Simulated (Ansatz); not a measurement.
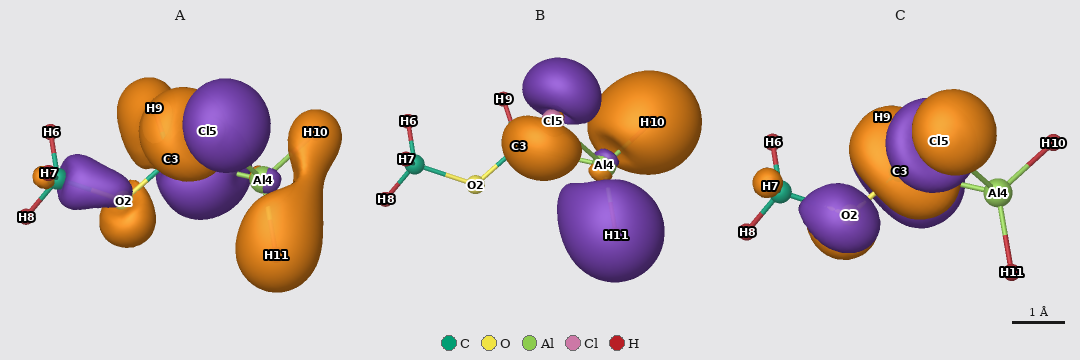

Figure. C₂H₆AlClO. Three frontier orbitals at ±0.1 Å⁻³ᐟ² (orange and purple are the two phases), in no order.

Level of theory: RKS PBE/def2-SVP in Ansatz 0.2.0.

```yaml
atoms:
  - { symbol: C, position_ang: [-1.3403, 1.1027, -0.9916] }
  - { symbol: O, position_ang: [-0.8993, -0.0927, -0.3108] }
  - { symbol: C, position_ang: [0.3693, -0.3740, -0.2434] }
  - { symbol: Al, position_ang: [1.1921, -1.4940, 1.2442] }
  - { symbol: Cl, position_ang: [1.4000, 0.7420, 1.6778] }
  - { symbol: H, position_ang: [-0.6802, 1.3226, -1.8562] }
  - { symbol: H, position_ang: [-1.3045, 1.9385, -0.2641] }
  - { symbol: H, position_ang: [-2.3799, 0.9274, -1.3213] }
  - { symbol: H, position_ang: [0.9997, 0.2347, -0.9396] }
  - { symbol: H, position_ang: [2.5885, -2.1593, 0.8327] }
  - { symbol: H, position_ang: [0.1199, -2.2047, 2.1930] }
```

> Order the three orbitals by energy and name them.

A is the HOMO−1 (−6.73 eV). By Hirshfeld shares it lies mainly on C3 (about 30 %), Cl5 (about 25 %), Al4 (about 15 %), H11 (about 10 %) and O2 (about 10 %). B is the HOMO (−6.29 eV). By Hirshfeld shares it lies mainly on H10 (about 25 %), Al4 (about 25 %), H11 (about 25 %) and Cl5 (about 20 %). C is the LUMO (−3.08 eV). Its weight (Hirshfeld) is mainly on C3 (about 50 %), O2 (about 20 %) and Cl5 (about 20 %).

> What is the HOMO–LUMO gap?

3.21 eV between the orbital energies.
